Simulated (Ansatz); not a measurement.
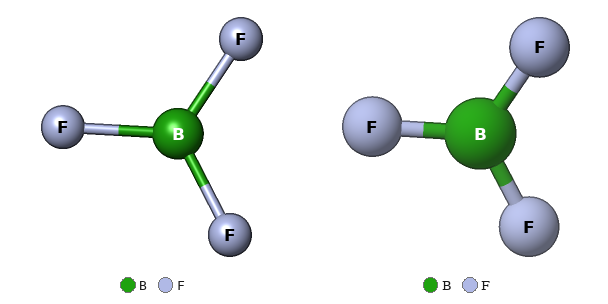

The same structure drawn twice, from different directions.

Count the atoms of each element.

Answer. BF₃, 4 atoms: 1 boron and 3 fluorine.

How many atoms are distinct by symmetry?

Answer. 2: 1 B, 3 F.

Give the symmetry (Schoenflies symbol).

Answer. D3h.

Count the bonded pairs by element.

Answer. 3 B–F. Sticks follow a distance rule.

The parts below concern this one geometry. Atoms keep their numbers from picture to picture. Computed geometry: PBE0-D4/def2-TZVP optimisation.

Shape

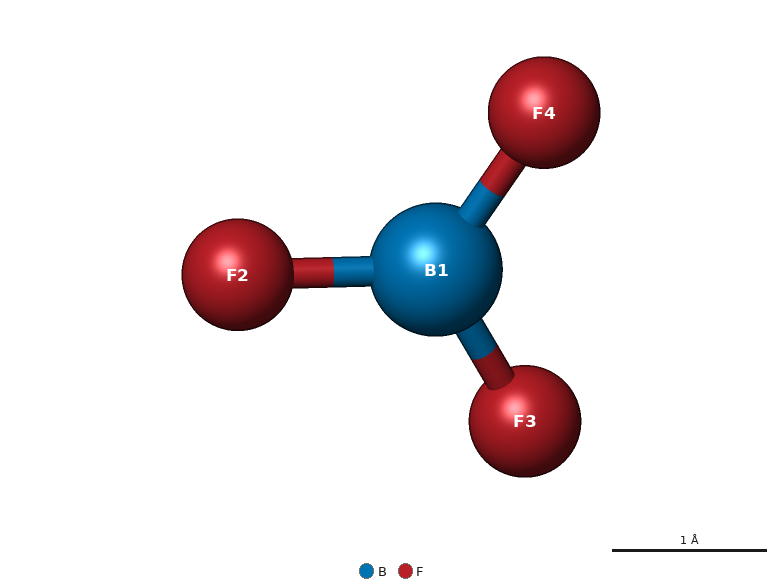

Numbered structure.

Which atoms are bonded, and how long are the bonds?

| bond | length (Å) |
| --- | --- |
| B1–F2 | 1.311 |
| B1–F3 | 1.311 |
| B1–F4 | 1.311 |

Electronic properties

Properties computed with RKS PBE0-D4/def2-TZVP (Ansatz 0.2.0).

Give the harmonic zero-point energy at this level.

Answer. 33.0 kJ/mol.

Vibrations

Harmonic vibrations computed with RKS PBE0-D4/def2-TZVP (Ansatz 0.2.0) at a stationary point of the same level.

How many vibrational modes are there, and where do they lie?

Answer. 6 modes: 475, 475, 690, 897, 1487, 1487 cm⁻¹.

Charges

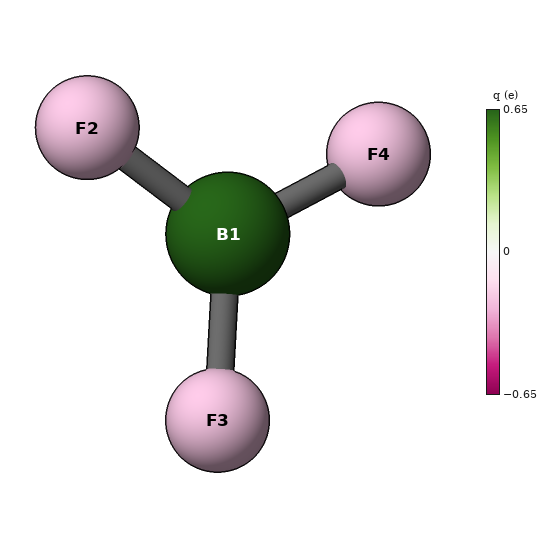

Atoms are coloured by their Mulliken charges. Level of theory: RKS PBE0-D4/def2-TZVP (Ansatz 0.2.0).

List the Mulliken charges.

```json
{"atom": "B1", "value (e)": "0.65"}
{"atom": "F2", "value (e)": "−0.22"}
{"atom": "F3", "value (e)": "−0.22"}
{"atom": "F4", "value (e)": "−0.22"}
```

Mulliken values depend strongly on the basis set and can even reverse the polarity of a bond.
